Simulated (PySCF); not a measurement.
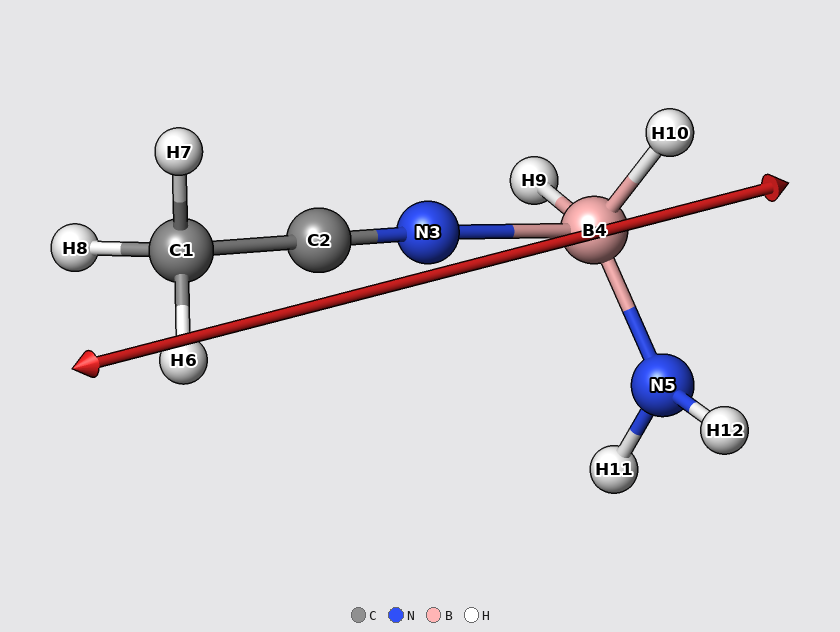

The double arrow shows the direction of the transition dipole to excited singlet state 6 (its length means nothing). The computed structure is the end point of a PBE0-D3(BJ)/def2-SVP optimisation. No frequency run is at hand to confirm it as a minimum. Properties computed with TDDFT PBE0/def2-SVPD, vertical, gas phase, core orbitals frozen in the response (PySCF 2.14.0).

### How is the transition polarised?

Nearly parallel to the C1–C2 bond.

### Give its energy, strength and character.

6.27 eV (198 nm), oscillator strength 0.14, mainly HOMO−1 → LUMO+1 (weight 0.83); transition dipole 2.44 D.
